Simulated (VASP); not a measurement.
Band structure of Bi (space group R-3m). All values below come from r2SCAN meta-GGA, VASP's PBE PAW potentials (set 64) (plane waves; VASP).

Unless said otherwise, spin-orbit coupling is left out, though it shifts the bands of the heavy elements here.

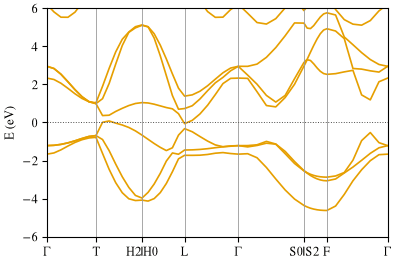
Bands along high-symmetry lines, zero at the valence-band maximum or, without a gap, the Fermi level

Task: Read the plot: is there a gap, and where are the band edges?

Result: It has no gap at this level: it comes out as a metal or semimetal.

The structure comes from a measured Bi entry (R-3m) of the Crystallography Open Database, whose conditions weren't checked. It was relaxed first.
